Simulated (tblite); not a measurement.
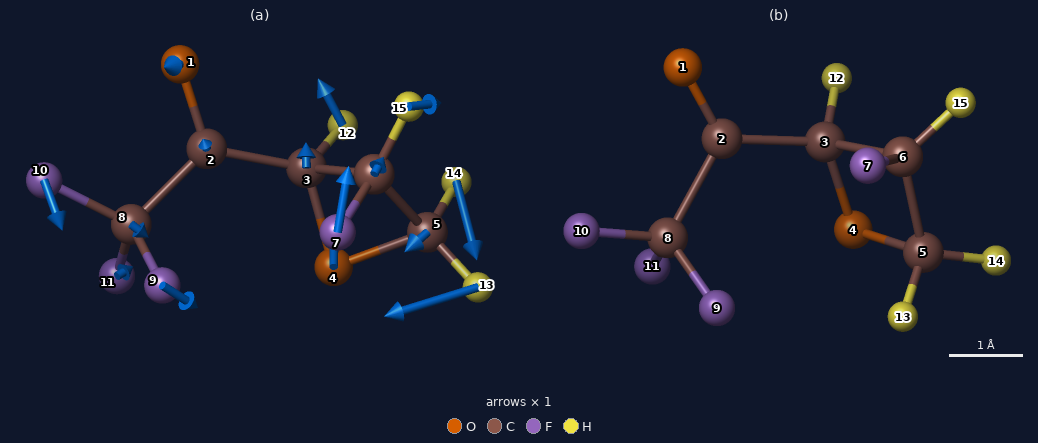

The structure of C5H4F4O2 before (left) and after (right) a relaxation, at one scale. The blue arrows give the displacements, at their true length.

A ball-and-stick model, seen face on.

Method: tblite 0.8.0, GFN2-xTB geometry optimisation, gas phase. 

### What changed between the two?

Over 82 geometry steps the energy falls by 177.7 kJ/mol. The atom that moves furthest after the best rigid fit is H13 (1.41 Å). By element the largest moves are H 1.41 Å, F 0.93 Å, O 0.72 Å, C 0.46 Å. Some distances before and after: C2–C8 1.483 → 1.559 Å, C2–C3 1.440 → 1.512 Å, C8–F11 1.394 → 1.337 Å, C8–F10 1.381 → 1.331 Å. Bond angles that change, for instance: C2–C3–H12 120.2° → 108.1°, C3–C2–C8 124.7° → 114.6°, C3–O4–C5 83.5° → 93.3°. Cost: 0.43 s on 1 thread of Arm Neoverse V2, with other jobs on the host.
